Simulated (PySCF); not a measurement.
**C$_{3}$H$_{11}$NO$_{2}$SSi$_{2}$ (SMILES CS(=O)(=O)[C@H]1C[SiH2]N[SiH2]1): density, localisation and related maps**

```tsv
atom	x (Å)	y (Å)	z (Å)
C	-2.8828	0.5081	-0.5715
S	-1.6999	-0.6928	0.0123
O	-1.7518	-0.6806	1.4741
O	-1.9326	-1.9343	-0.7308
C	-0.0922	-0.1062	-0.4975
C	0.4152	1.0983	0.2918
Si	2.3070	1.0954	0.1913
N	2.5583	-0.6163	-0.0103
Si	1.1389	-1.5795	-0.3262
H	-2.6699	1.4837	-0.1168
H	-2.8498	0.5486	-1.6673
H	-3.8586	0.1358	-0.2317
H	-0.1766	0.0906	-1.5797
H	0.1397	0.9583	1.3513
H	-0.0311	2.0467	-0.0481
H	2.9442	1.6440	1.4278
H	2.8062	1.9106	-0.9635
H	3.4818	-1.0329	0.0379
H	1.2313	-2.3495	-1.5991
H	0.7818	-2.5025	0.7866
```

Geometry: PBE0-D3(BJ)/def2-SVP.

These are results of PySCF, PBE0/def2-SVPD, SCF density, gas phase, not measurements.

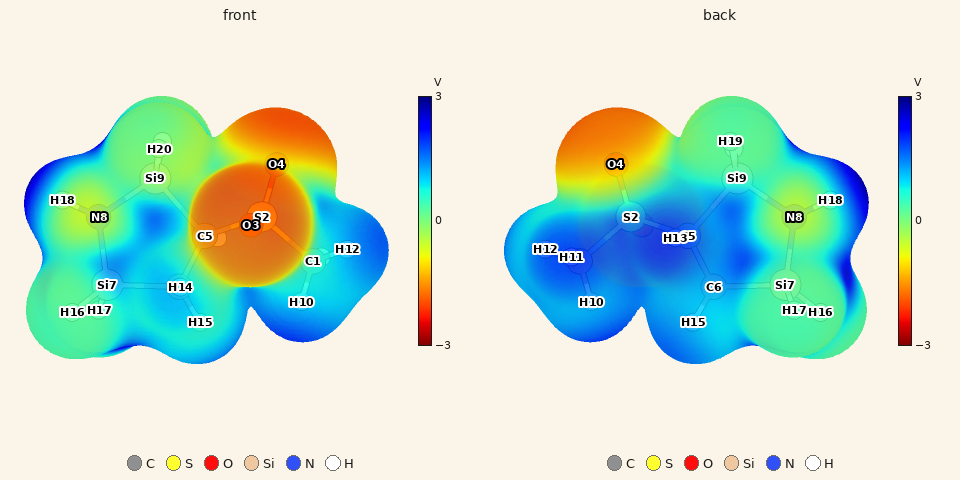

Figure 1. The molecular electrostatic potential painted on the density surface at 0.004 e/bohr³, seen from the front and from behind; red is negative and blue positive.

Describe the electrostatic potential map.

The most negative region (about −1.9 V) lies over O3 and O4, the most positive (about +2.6 V) over Si9 and H18.

How polar is the molecule by this calculation?

Its dipole moment is 4.32 D.

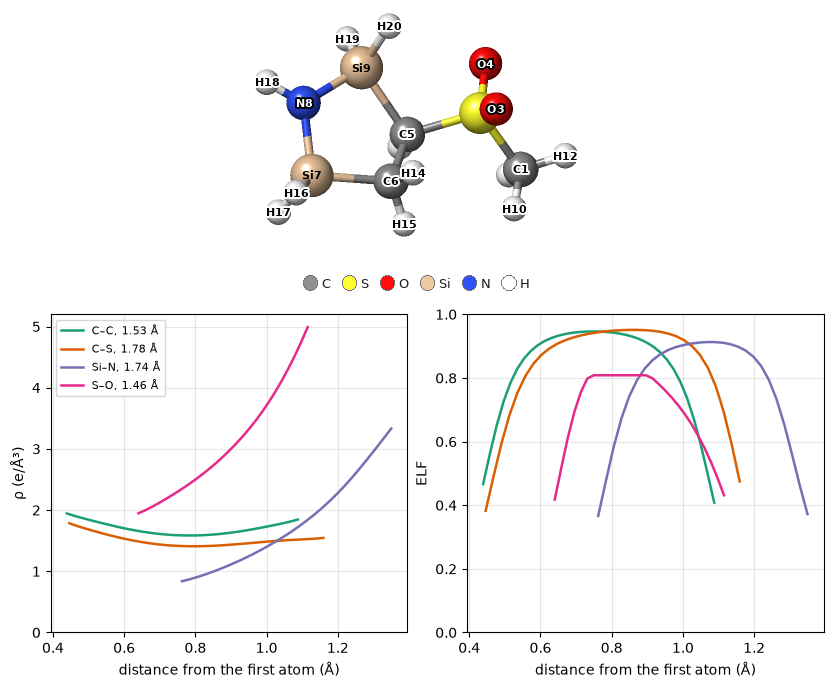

Figure 2. Electron density and electron localisation function along straight lines between neighbouring atoms. The curves leave out the atomic cores. The structure is drawn too.

Compare the contacts.

C–C (1.53 Å): the density is about 1.6 e/Å³ at the midpoint; the ELF peaks at about 0.95 between the atoms (localised, covalent bonding).
C–S (1.78 Å): ρ at the midpoint is about 1.4 e/Å³; the ELF peaks at about 0.95 between the atoms (a shared electron pair).
Si–N (1.74 Å): ρ is about 1 e/Å³ halfway; the ELF peaks at about 0.90 between the atoms, as expected for a shared but strongly polarised pair.
S–O (1.46 Å): ρ is about 2.2 e/Å³ halfway; the ELF peaks at about 0.80 between the atoms; a polar covalent bond.
